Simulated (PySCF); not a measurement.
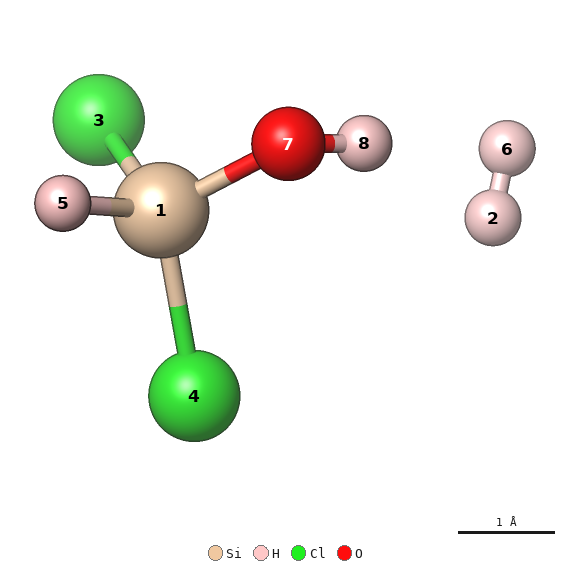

Orthographic view. Depth is shown by fading: the farther an atom, the more it takes the colour of the background. The computed structure is the end point of a PBE0-D4/def2-TZVP optimisation. No frequency run is at hand to confirm it as a minimum.

List the bonded neighbours of every atom.

Si1: Cl3, Cl4, H5, O7
H2: H6
Cl3: Si1
Cl4: Si1
H5: Si1
H6: H2
O7: Si1, H8
H8: O7
